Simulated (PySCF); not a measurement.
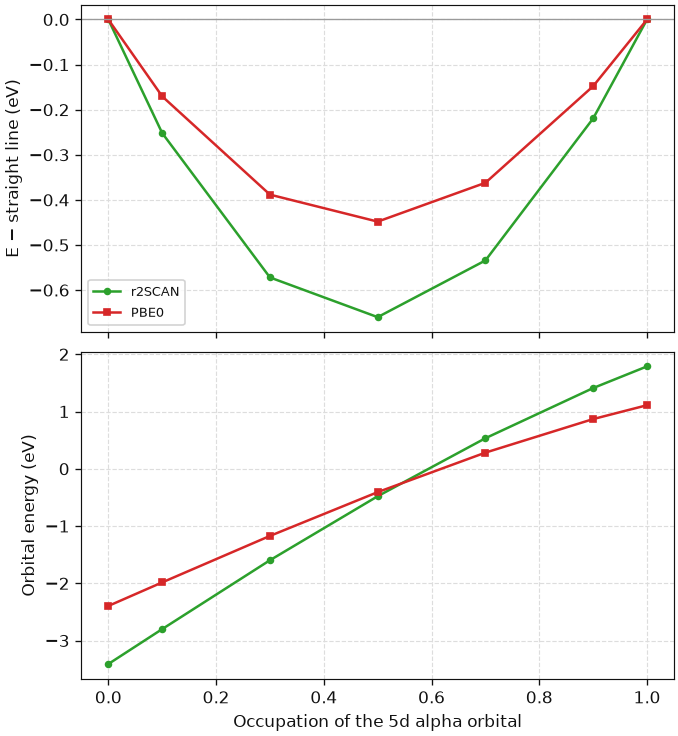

One 5d alpha orbital of Ta⁻ ([Xe] 4f¹⁴ 5d⁴ 6s²) is emptied in steps. The plot gives the energy less the straight line between the integer ends; the lower panel gives the orbital energy. PySCF, aug-cc-pVTZ-PP with a 60-electron core potential, unrestricted single determinants, no spin-orbit coupling.

Q: Describe the curvature of each method.

A: r2SCAN: convex (delocalisation error), largest departure −0.66 eV, removal energy 0.5908 eV, orbital energy from 1.79 eV when full to −3.41 eV when empty; PBE0: convex (delocalisation error), largest departure −0.45 eV, removal energy 0.4859 eV, orbital energy from 1.11 eV when full to −2.40 eV when empty. The measured removal energy is 0.3220 eV. The exact energy is a straight line between whole electron numbers.
